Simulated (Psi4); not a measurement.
Interaction energy of CH4 ··· C2H3N (SMILES C and CC#N). Monomers: optimised at B3LYP-D3(BJ) (def2-TZVP), held rigid. Orientation: lowest of the rigid-body minima from ten starts at GFN2-xTB. The monomers approach along the line of their centres of mass (distance R); nothing else relaxes.

Method: SAPT0/jun-cc-pVDZ, frozen core in Psi4.

Components in kJ/mol:

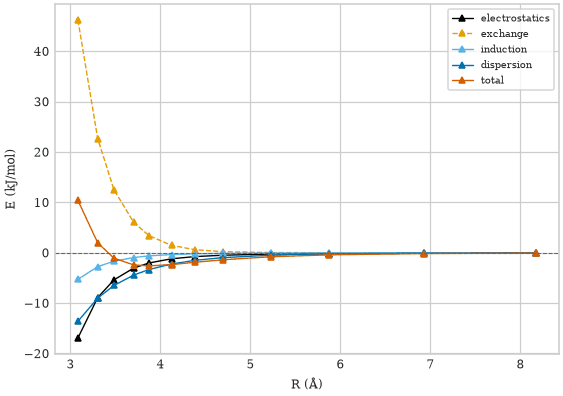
*Components of the interaction energy.*

| R / Å | electrostatics | exchange | induction | dispersion | total |
|---|---|---|---|---|---|
| 3.08 | -16.92 | 46.16 | -5.27 | -13.61 | 10.37 |
| 3.30 | -8.90 | 22.62 | -2.78 | -9.00 | 1.94 |
| 3.48 | -5.39 | 12.51 | -1.69 | -6.51 | -1.08 |
| 3.70 | -3.04 | 6.01 | -0.95 | -4.44 | -2.43 |
| 3.87 | -2.03 | 3.39 | -0.63 | -3.34 | -2.61 |
| 4.12 | -1.21 | 1.45 | -0.36 | -2.24 | -2.36 |
| 4.38 | -0.77 | 0.60 | -0.22 | -1.51 | -1.90 |
| 4.69 | -0.50 | 0.20 | -0.13 | -0.98 | -1.40 |
| 5.22 | -0.28 | 0.03 | -0.06 | -0.50 | -0.81 |
| 5.87 | -0.16 | 0.00 | -0.03 | -0.24 | -0.42 |
| 6.92 | -0.07 | 0.00 | -0.01 | -0.09 | -0.17 |
| 8.17 | -0.03 | 0.00 | 0.00 | -0.03 | -0.07 |
